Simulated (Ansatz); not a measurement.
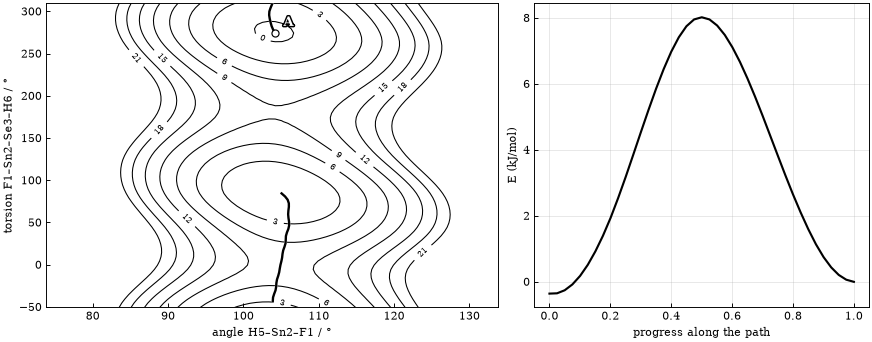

FH₃SeSn, SMILES [F][SnH2][SeH]. 
- Two internal coordinates are moved rigidly from the geometry relaxed at PBE0-D4/def2-TZVP, all others fixed.
- Coordinates scanned: (1) angle H5–Sn2–F1; (2) torsion F1–Sn2–Se3–H6.
- The scan uses a 5 × 8 grid.
- Energies: kJ/mol, counted from the lowest grid point.
- These are results of RKS PBE-D4/def2-TZVPP (Ansatz), not measurements.

In the figure: contour lines labelled in kJ/mol (none above 21), a line along the lowest path, the energy along the path at the right, the start A. Between grid points the surface is interpolated.

**Describe the path and its barrier.**

The easiest path leads from the well at about angle H5–Sn2–F1 = 104°, torsion F1–Sn2–Se3–H6 = 275° to the well at angle H5–Sn2–F1 = 103.8°, torsion F1–Sn2–Se3–H6 = 84°, about 0.36 kJ/mol higher (on a rigid scan; wells that are mirror images or exchange like atoms can differ by this much). Its highest point lies about 8.4 kJ/mol above the bottom of the first well on the interpolated surface, at angle H5–Sn2–F1 = 103.8°, torsion F1–Sn2–Se3–H6 = −6°. This is the barrier on the constrained surface; relaxing the other coordinates would change it.
